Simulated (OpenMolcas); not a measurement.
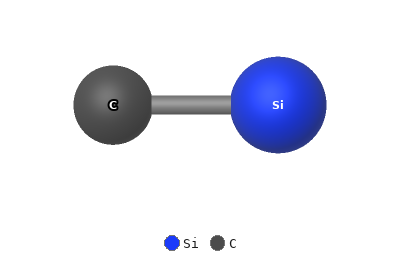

Fig. 1: The molecule at the reference distance of 1.737 Å.

Relativistic diatomic calculation for SiC (part 1 of 2)

- system: SiC.
- method: SA-CASSCF(8,8)/XMS-CASPT2 + RASSI spin-orbit (X2C scalar, AMFI), ANO-RCC-VTZP (OpenMolcas)

### Input
```
&GATEWAY
Coord
2
angstrom
Si 0.0 0.0 0.0
C 0.0 0.0 1.7370
Basis=ANO-RCC-VTZP
Group=XY
RX2C
AMFI
ANGMom
0.0 0.0 0.0
RICD
&SEWARD
&GUESSORB
&RASSCF
FileOrb=$CurrDir/o32.orb
Symmetry=2
Spin=3
nActEl=8 0 0
Inactive=4 2
RAS2=4 4
CIRoot=6 6 1
Linear
Iterations=120 100
OrbListing=Nothing
PRWF=0.15
>>COPY $Project.RasOrb $CurrDir/o32.orb
>>COPY $Project.rasscf.h5 $CurrDir/r32.h5
&CASPT2
XMultistate=all
Imaginary=0.2
IPEA=0.25
MaxIter=40
>>COPY $Project.JobMix JOB001
&RASSCF
FileOrb=$CurrDir/o31.orb
Symmetry=1
Spin=3
nActEl=8 0 0
Inactive=4 2
RAS2=4 4
CIRoot=2 2 1
Linear
Iterations=120 100
OrbListing=Nothing
PRWF=0.15
>>COPY $Project.RasOrb $CurrDir/o31.orb
>>COPY $Project.rasscf.h5 $CurrDir/r31.h5
&CASPT2
XMultistate=all
Imaginary=0.2
IPEA=0.25
MaxIter=40
>>COPY $Project.JobMix JOB002
&RASSCF
FileOrb=$CurrDir/o11.orb
Symmetry=1
Spin=1
nActEl=8 0 0
Inactive=4 2
RAS2=4 4
CIRoot=4 4 1
Linear
Iterations=120 100
OrbListing=Nothing
PRWF=0.15
>>COPY $Project.RasOrb $CurrDir/o11.orb
>>COPY $Project.rasscf.h5 $CurrDir/r11.h5
&CASPT2
XMultistate=all
Imaginary=0.2
IPEA=0.25
MaxIter=40
>>COPY $Project.JobMix JOB003
&RASSCF
FileOrb=$CurrDir/o12.orb
Symmetry=2
Spin=1
nActEl=8 0 0
Inactive=4 2
RAS2=4 4
CIRoot=2 2 1
Linear
Iterations=120 100
OrbListing=Nothing
PRWF=0.15
>>COPY $Project.RasOrb $CurrDir/o12.orb
>>COPY $Project.rasscf.h5 $CurrDir/r12.h5
&CASPT2
XMultistate=all
Imaginary=0.2
IPEA=0.25
MaxIter=40
>>COPY $Project.JobMix JOB004
&RASSCF
FileOrb=$CurrDir/o52.orb
Symmetry=2
Spin=5
nActEl=8 0 0
Inactive=4 2
RAS2=4 4
CIRoot=2 2 1
Linear
Iterations=120 100
OrbListing=Nothing
PRWF=0.15
>>COPY $Project.RasOrb $CurrDir/o52.orb
>>COPY $Project.rasscf.h5 $CurrDir/r52.h5
&CASPT2
XMultistate=all
Imaginary=0.2
IPEA=0.25
MaxIter=40
>>COPY $Project.JobMix JOB005
&RASSCF
FileOrb=$CurrDir/o51.orb
Symmetry=1
Spin=5
nActEl=8 0 0
Inactive=4 2
RAS2=4 4
CIRoot=1 1 1
Linear
Iterations=120 100
OrbListing=Nothing
PRWF=0.15
>>COPY $Project.RasOrb $CurrDir/o51.orb
>>COPY $Project.rasscf.h5 $CurrDir/r51.h5
&CASPT2
XMultistate=all
Imaginary=0.2
IPEA=0.25
MaxIter=40
>>COPY $Project.JobMix JOB006
&RASSI
Nr of JobIphs=6 6 2 4 2 2 1
1 2 3 4 5 6
1 2
1 2 3 4
1 2
1 2
1
SpinOrbit
EJob
Omega
MEES
MESO
Properties=4
'AngMom' 3 'Mltpl  1' 1 'Mltpl  1' 2 'Mltpl  1' 3
Thrs=1.0d-4
>>COPY $Project.rassi.h5 $CurrDir/so.h5
```

The first orbital files come from an earlier step.

Command:
```bash
pymolcas m.inp (one call a module block, same work directory)
```

### Output (extracts)
```
++    Wave function specifications:
      Number of closed shell electrons          12
      Number of electrons in active shells       8
      Number of inactive orbitals                6
      Number of active orbitals                  8
      Number of secondary orbitals              50
      Spin quantum number                      1.0
      State symmetry                             2
++    Orbital specifications:
      Symmetry species                           1   2
                                                 a   b
      Frozen orbitals                            0   0
      Inactive orbitals                          4   2
      Active orbitals                            4   4
      RAS2 orbitals                              4   4
      Secondary orbitals                        26  24
      Number of basis functions                 34  30
      printout of CI-coefficients larger than  0.15 for root  1
      energy=    -327.329025
      conf/sym  1111 2222     Coeff  Weight
           482  0u22 200u  -0.17174 0.02950
           490  0u22 002u   0.90982 0.82777
      printout of CI-coefficients larger than  0.15 for root  2
      energy=    -327.329025
      conf/sym  1111 2222     Coeff  Weight
           478  0u22 02u0  -0.17174 0.02950
           496  0u22 00u2  -0.90982 0.82777
      printout of CI-coefficients larger than  0.15 for root  3
      energy=    -327.221053
      conf/sym  1111 2222     Coeff  Weight
           418  02u2 002u   0.61624 0.37976
           481  0u22 0u20  -0.45063 0.20307
           486  0u22 d0uu  -0.35699 0.12744
           488  0u22 u0du   0.22277 0.04963
           490  0u22 002u  -0.18347 0.03366
           492  0u22 u0ud   0.24776 0.06138
      printout of CI-coefficients larger than  0.15 for root  4
      energy=    -327.221053
      conf/sym  1111 2222     Coeff  Weight
           424  02u2 00u2   0.61624 0.37976
           487  0u22 0duu  -0.35699 0.12744
           489  0u22 0udu  -0.15933 0.02539
           493  0u22 0uud  -0.29262 0.08563
           494  0u22 u002   0.45063 0.20307
           496  0u22 00u2  -0.18347 0.03366
      printout of CI-coefficients larger than  0.15 for root  5
      energy=    -327.179565
      conf/sym  1111 2222     Coeff  Weight
           418  02u2 002u   0.36155 0.13072
           481  0u22 0u20   0.32856 0.10795
           488  0u22 u0du   0.41980 0.17623
           492  0u22 u0ud  -0.69631 0.48485
      printout of CI-coefficients larger than  0.15 for root  6
      energy=    -327.179565
      conf/sym  1111 2222     Coeff  Weight
           424  02u2 00u2  -0.36155 0.13072
           489  0u22 0udu  -0.79643 0.63429
           493  0u22 0uud   0.16369 0.02679
           494  0u22 u002   0.32856 0.10795
      Natural orbitals and occupation numbers for root  1
      sym 1:   0.025938   1.019163   1.925914   1.982992
      sym 2:   0.142122   0.065184   1.866953   0.971734
      Natural orbitals and occupation numbers for root  2
      sym 1:   0.025938   1.019163   1.925914   1.982992
      sym 2:   0.065184   0.142122   0.971734   1.866953
      Natural orbitals and occupation numbers for root  3
      sym 1:   0.034107   1.310360   1.636277   1.973228
      sym 2:   0.378593   0.266740   1.623553   0.777142
      Natural orbitals and occupation numbers for root  4
      sym 1:   0.034107   1.310360   1.636277   1.973228
      sym 2:   0.266740   0.378593   0.777142   1.623553
      Natural orbitals and occupation numbers for root  5
      sym 1:   0.037785   1.139454   1.808163   1.978145
      sym 2:   0.729946   0.177410   1.242654   0.886445
      Natural orbitals and occupation numbers for root  6
      sym 1:   0.037785   1.139454   1.808163   1.978145
      sym 2:   0.177410   0.729946   0.886445   1.242654
      RASSCF energy for state  6                   -327.17956478
::    RASSCF root number  1 Total energy:   -327.32902469
::    RASSCF root number  2 Total energy:   -327.32902469
::    RASSCF root number  3 Total energy:   -327.22105284
::    RASSCF root number  4 Total energy:   -327.22105284
::    RASSCF root number  5 Total energy:   -327.17956478
::    RASSCF root number  6 Total energy:   -327.17956478
      Von Neumann Entropy (Root   1) =  1.67232
++    Wave function specifications:
      Number of closed shell electrons           6
      Number of electrons in active shells       8
      Number of inactive orbitals                3
      Number of active orbitals                  8
      Number of secondary orbitals              50
      Spin quantum number                      1.0
      State symmetry                             2
      Number of CSFs                          1184
      Number of CASSCF root(s) available         6
      CASPT2 state passed to geometry opt.       6
      A file JOBMIX will be created
      This is a MULTI-STATE CASSCF reference
      Number of CI roots used                    6
      These are:                                 1   2   3   4   5   6
      Off-diagonal elements of Heff are computed
  FINAL CASPT2 RESULT:
      Reference energy:        -327.3290246899
      E2 (Non-variational):      -0.1584996086
      Shift correction:          -0.0017448828
      E2 (Variational):          -0.1602444914
      Total energy:            -327.4892691812
      Reference weight:           0.93441
  FINAL CASPT2 RESULT:
      Reference energy:        -327.3290246898
      E2 (Non-variational):      -0.1584996086
      Shift correction:          -0.0017448828
      E2 (Variational):          -0.1602444914
      Total energy:            -327.4892691812
      Reference weight:           0.93441
  FINAL CASPT2 RESULT:
      Reference energy:        -327.2210528412
      E2 (Non-variational):      -0.1590674314
      Shift correction:          -0.0023100953
      E2 (Variational):          -0.1613775267
      Total energy:            -327.3824303679
      Reference weight:           0.93086
  FINAL CASPT2 RESULT:
      Reference energy:        -327.2210528411
      E2 (Non-variational):      -0.1590674316
      Shift correction:          -0.0023100953
      E2 (Variational):          -0.1613775269
      Total energy:            -327.3824303680
      Reference weight:           0.93086
  FINAL CASPT2 RESULT:
      Reference energy:        -327.1795647779
      E2 (Non-variational):      -0.1605152775
      Shift correction:          -0.0024424254
      E2 (Variational):          -0.1629577029
      Total energy:            -327.3425224808
      Reference weight:           0.92926
  FINAL CASPT2 RESULT:
      Reference energy:        -327.1795647777
      E2 (Non-variational):      -0.1605152776
      Shift correction:          -0.0024424255
      E2 (Variational):          -0.1629577030
      Total energy:            -327.3425224808
      Reference weight:           0.92926
       Total XMS-CASPT2 energies:
::    XMS-CASPT2 Root  1     Total energy:   -327.48875746
::    XMS-CASPT2 Root  2     Total energy:   -327.48875746
::    XMS-CASPT2 Root  3     Total energy:   -327.37585671
::    XMS-CASPT2 Root  4     Total energy:   -327.37585671
::    XMS-CASPT2 Root  5     Total energy:   -327.34960786
::    XMS-CASPT2 Root  6     Total energy:   -327.34960786
++    Wave function specifications:
      Number of closed shell electrons          12
      Number of electrons in active shells       8
      Number of inactive orbitals                6
      Number of active orbitals                  8
      Number of secondary orbitals              50
      Spin quantum number                      1.0
      State symmetry                             1
      printout of CI-coefficients larger than  0.15 for root  1
      energy=    -327.300555
      conf/sym  1111 2222     Coeff  Weight
            60  0222 00uu  -0.95565 0.91327
      printout of CI-coefficients larger than  0.15 for root  2
      energy=    -327.249096
      conf/sym  1111 2222     Coeff  Weight
           407  0202 0u2u   0.15907 0.02530
           410  0202 u0u2  -0.15907 0.02530
           452  0022 0u2u  -0.39168 0.15341
           455  0022 u0u2   0.39168 0.15341
           969  0uu2 0220   0.16834 0.02834
           988  0uu2 2002   0.16834 0.02834
           996  0uu2 0022  -0.69122 0.47778
      Natural orbitals and occupation numbers for root  1
      sym 1:   0.034128   1.957531   1.947601   1.977678
      sym 2:   0.058280   0.058280   0.983251   0.983251
      Natural orbitals and occupation numbers for root  2
      sym 1:   0.023088   0.726097   1.279463   1.969503
      sym 2:   0.344339   0.344339   1.656585   1.656585
      RASSCF energy for state  2                   -327.24909551
::    RASSCF root number  1 Total energy:   -327.30055507
::    RASSCF root number  2 Total energy:   -327.24909551
      Von Neumann Entropy (Root   1) =  1.48832
++    Wave function specifications:
      Number of closed shell electrons           6
      Number of electrons in active shells       8
      Number of inactive orbitals                3
      Number of active orbitals                  8
      Number of secondary orbitals              50
      Spin quantum number                      1.0
      State symmetry                             1
      Number of CSFs                          1168
      Number of CASSCF root(s) available         2
      CASPT2 state passed to geometry opt.       2
      A file JOBMIX will be created
      This is a MULTI-STATE CASSCF reference
      Number of CI roots used                    2
      These are:                                 1   2
      Off-diagonal elements of Heff are computed
  FINAL CASPT2 RESULT:
      Reference energy:        -327.3005550692
      E2 (Non-variational):      -0.1639390632
      Shift correction:          -0.0020339202
      E2 (Variational):          -0.1659729834
      Total energy:            -327.4665280526
      Reference weight:           0.93062
  FINAL CASPT2 RESULT:
      Reference energy:        -327.2490955147
      E2 (Non-variational):      -0.1471028404
      Shift correction:          -0.0027424373
      E2 (Variational):          -0.1498452777
      Total energy:            -327.3989407924
      Reference weight:           0.93023
       Total XMS-CASPT2 energies:
::    XMS-CASPT2 Root  1     Total energy:   -327.46652805
::    XMS-CASPT2 Root  2     Total energy:   -327.39894079
++    Wave function specifications:
      Number of closed shell electrons          12
      Number of electrons in active shells       8
      Number of inactive orbitals                6
      Number of active orbitals                  8
      Number of secondary orbitals              50
      Spin quantum number                      0.0
      State symmetry                             1
      printout of CI-coefficients larger than  0.15 for root  1
      energy=    -327.304871
      conf/sym  1111 2222     Coeff  Weight
           477  0202 0022  -0.18568 0.03448
           537  0022 0022   0.86390 0.74632
      printout of CI-coefficients larger than  0.15 for root  2
      energy=    -327.278697
      conf/sym  1111 2222     Coeff  Weight
            93  0222 ud00  -0.17028 0.02900
            97  0222 0020   0.67389 0.45413
           101  0222 0002  -0.67389 0.45413
      printout of CI-coefficients larger than  0.15 for root  3
      energy=    -327.278697
      conf/sym  1111 2222     Coeff  Weight
           100  0222 00ud  -0.95303 0.90827
      printout of CI-coefficients larger than  0.15 for root  4
      energy=    -327.267462
      conf/sym  1111 2222     Coeff  Weight
            97  0222 0020  -0.64318 0.41368
           101  0222 0002  -0.64318 0.41368
           477  0202 0022   0.20141 0.04057
      Natural orbitals and occupation numbers for root  1
      sym 1:   0.016778   0.261247   1.812994   1.981042
      sym 2:   0.141725   0.141725   1.822245   1.822245
      Natural orbitals and occupation numbers for root  2
      sym 1:   0.028796   1.962585   1.954971   1.978119
      sym 2:   0.067877   0.067877   0.969888   0.969889
      Natural orbitals and occupation numbers for root  3
      sym 1:   0.028796   1.962585   1.954971   1.978119
      sym 2:   0.067876   0.067876   0.969889   0.969887
      Natural orbitals and occupation numbers for root  4
      sym 1:   0.030104   1.897942   1.879306   1.958214
      sym 2:   0.075584   0.075585   1.041635   1.041632
      RASSCF energy for state  4                   -327.26746246
::    RASSCF root number  1 Total energy:   -327.30487104
::    RASSCF root number  2 Total energy:   -327.27869735
::    RASSCF root number  3 Total energy:   -327.27869735
::    RASSCF root number  4 Total energy:   -327.26746246
      Von Neumann Entropy (Root   1) =  1.36935
++    Wave function specifications:
      Number of closed shell electrons           6
      Number of electrons in active shells       8
      Number of inactive orbitals                3
      Number of active orbitals                  8
      Number of secondary orbitals              50
      Spin quantum number                      0.0
      State symmetry                             1
      Number of CSFs                           900
      Number of CASSCF root(s) available         4
      CASPT2 state passed to geometry opt.       4
      A file JOBMIX will be created
      This is a MULTI-STATE CASSCF reference
      Number of CI roots used                    4
      These are:                                 1   2   3   4
      Off-diagonal elements of Heff are computed
  FINAL CASPT2 RESULT:
      Reference energy:        -327.3048710420
      E2 (Non-variational):      -0.1598250010
      Shift correction:          -0.0024817851
      E2 (Variational):          -0.1623067862
      Total energy:            -327.4671778282
      Reference weight:           0.92562
  FINAL CASPT2 RESULT:
      Reference energy:        -327.2786973533
      E2 (Non-variational):      -0.1611520517
      Shift correction:          -0.0017162057
      E2 (Variational):          -0.1628682573
      Total energy:            -327.4415656106
      Reference weight:           0.93393
  FINAL CASPT2 RESULT:
      Reference energy:        -327.2786973532
      E2 (Non-variational):      -0.1611007875
      Shift correction:          -0.0017139499
      E2 (Variational):          -0.1628147374
      Total energy:            -327.4415120907
      Reference weight:           0.93398
  FINAL CASPT2 RESULT:
      Reference energy:        -327.2674624636
      E2 (Non-variational):      -0.1570614279
      Shift correction:          -0.0015457404
      E2 (Variational):          -0.1586071682
      Total energy:            -327.4260696319
      Reference weight:           0.93729
       Total XMS-CASPT2 energies:
::    XMS-CASPT2 Root  1     Total energy:   -327.47013114
::    XMS-CASPT2 Root  2     Total energy:   -327.44159389
::    XMS-CASPT2 Root  3     Total energy:   -327.44148381
::    XMS-CASPT2 Root  4     Total energy:   -327.42311632
++    Wave function specifications:
      Number of closed shell electrons          12
      Number of electrons in active shells       8
      Number of inactive orbitals                6
      Number of active orbitals                  8
      Number of secondary orbitals              50
      Spin quantum number                      0.0
      State symmetry                             2
      printout of CI-coefficients larger than  0.15 for root  1
      energy=    -327.296169
      conf/sym  1111 2222     Coeff  Weight
           402  0u22 02d0   0.15332 0.02351
           416  0u22 00d2   0.94030 0.88417
      printout of CI-coefficients larger than  0.15 for root  2
      energy=    -327.296169
      conf/sym  1111 2222     Coeff  Weight
           405  0u22 200d   0.15332 0.02351
           413  0u22 002d  -0.94030 0.88417
      Natural orbitals and occupation numbers for root  1
      sym 1:   0.040607   1.007668   1.941040   1.979445
      sym 2:   0.045603   0.105461   0.979040   1.901135
      NatSPIN-FREE ENERGIES:
  (Shifted by EMIN (a.u.) =       -327.4887574550)
 SF State       Relative EMIN(au)   Rel lowest level(eV)    D:o, cm**(-1)      Abs_M
     1             0.0000000000        0.0000000000              0.0000         1.0
     2             0.0000000000        0.0000000000              0.0000         1.0
     9             0.0186263169        0.5068479044           4088.0040         0.0
     7             0.0222294024        0.6048928552           4878.7899         0.0
    13             0.0342431575        0.9318037850           7515.5044         1.0
    14             0.0342431609        0.9318038771           7515.5051         1.0
    10             0.0471635611        1.2833858788          10351.2052         2.0
    11             0.0472736477        1.2863814864          10375.3664         2.0
    12             0.0656411331        1.7861862252          14406.5635         0.0
    15             0.0889101302        2.4193678948          19513.5181         1.0
    16             0.0889101374        2.4193680895          19513.5196         1.0
     8             0.0898166627        2.4440358987          19712.4789         0.0
     4             0.1129007419        3.0721856957          24778.8487         1.0
     3             0.1129007419        3.0721856957          24778.8487         1.0
     5             0.1391495932        3.7864533256          30539.8057         1.0
     6             0.1391495932        3.7864533256          30539.8057         1.0
    17             0.1554446496        4.2298644000          34116.1572         0.0
```

(Continued in part 2.) Outcome of the run: converged; components of a degenerate state are split by 24 cm⁻¹.
